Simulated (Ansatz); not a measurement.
**FH4MoN3 (SMILES [NH]=[Mo](=[NH])([NH2])[F]): density, localisation and related maps**

Input

```
crystal:
  periodic: [false, false, false]
  atoms:
    - symbol: N
      position_ang: [-0.521400, 1.638700, -0.001800]
    - symbol: Mo
      position_ang: [-0.020200, 0.071300, -0.515700]
    - symbol: "N"
      position_ang: [1.687400, -0.131800, -0.392600]
    - symbol: "N"
      position_ang: [-0.817400, -1.193800, 0.703500]
    - symbol: F
      position_ang: [-0.556800, -0.206700, -2.286900]
    - symbol: H
      position_ang: [-0.378300, 2.579600, 0.338000]
    - symbol: H
      position_ang: [2.632300, 0.166800, -0.194700]
    - symbol: H
      position_ang: [-0.324600, -2.001600, 1.052100]
    - symbol: H
      position_ang: [-1.612600, -0.968900, 1.281300]
basis:
  gaussian: {orbitals: ANO-RCC-VDZ.json}
magnetization: {spin_polarized: false, initial_magnetization: 0}
hamiltonian: {xc: {name: SVWN5}, dispersion: {method: d3bjatm, functional: pbe}}
output: {orbitals: {seedname: orbitals}}
```

Launched as:

```sh
ansatz run in.yaml --threads 1 --pin off --max-ram 2610MiB --events-out events.jsonl --progress --plain --runs-dir runs
```

Geometry: PBE0-D4/def2-TZVP.

Method: Ansatz 0.2.0, isolated molecule in a Gaussian basis; Kohn-Sham density functional theory, functional SVWN5.

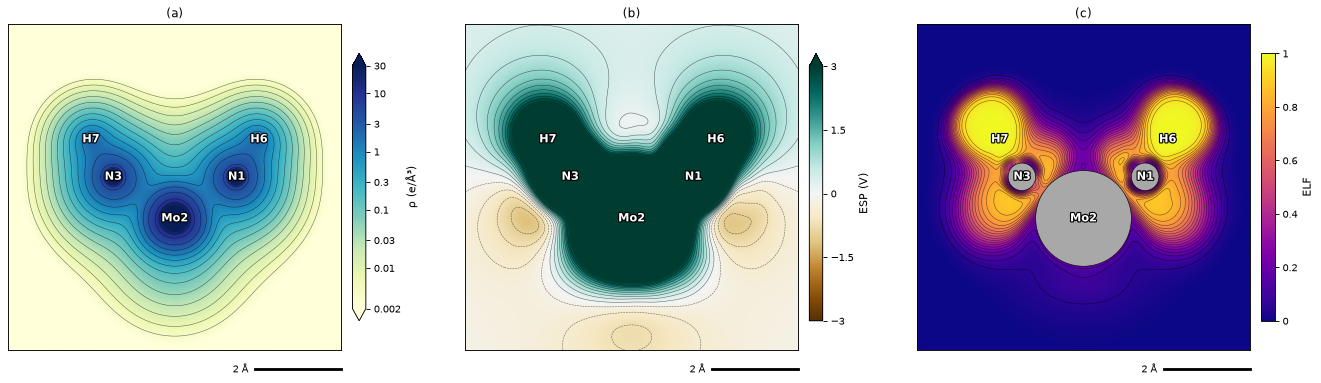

Figure 1. (a) total electron density; (b) electrostatic potential; (c) ELF on the plane of atoms N1, Mo2 and N3. Grey discs cover the atomic cores in the ELF map.

Read the bonding off the picture.

- Atoms in the plane: N, Mo and H.
- Mo–N (1.72 Å): ρ is about 1.6 e/Å³ halfway; the ELF peaks at about 0.75 in the valence shell of N, 0.5 Å from its nucleus, and is about 0.35 at the midpoint.
- N–H (1.01 Å): ρ is about 2.7 e/Å³ halfway; the ELF climbs to about 1 towards the hydrogen, as it does in any bond to H; a covalent bond by its length.
- Outside the dense part of the molecule the potential is most negative (−1.2 V) near N1 and N3.

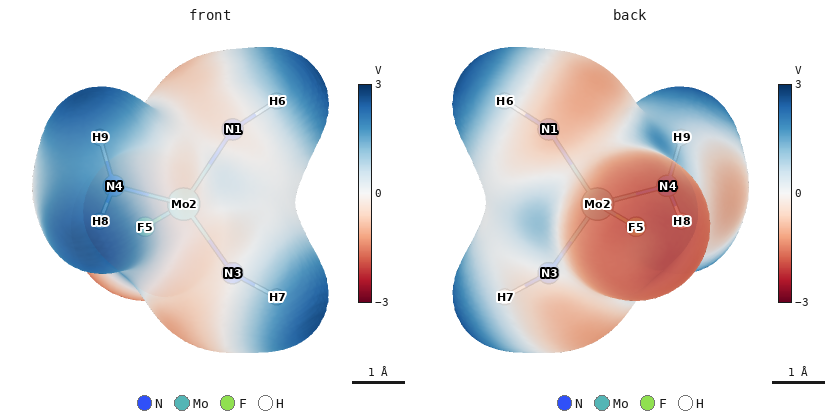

Figure 2. The electrostatic potential painted on the density surface at 0.004 e/bohr³, seen from the front and from behind; the colour scale runs from red (negative) to blue (positive).

Describe the electrostatic potential map.

The most negative region (about −1.9 V, or −44 kcal/mol for a unit charge) lies over F5, the most positive (about +2.6 V, or +60 kcal/mol for a unit charge) over H6, H7, H8 and H9.

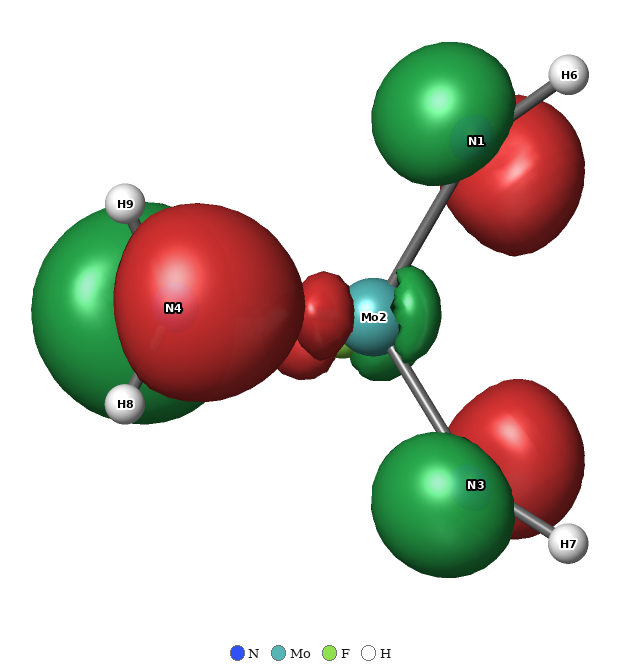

Figure 3. The HOMO at ±0.15 Å⁻³ᐟ² (green and red are the two phases), seen at a tilt.

What is the character of this orbital?

It lies mainly on N4 (about 45 %), N1 (about 15 %), N3 (about 15 %) and Mo2 (about 10 %); largely a combination of lone pairs on N4, N1 and N3. Its energy is −6.59 eV.
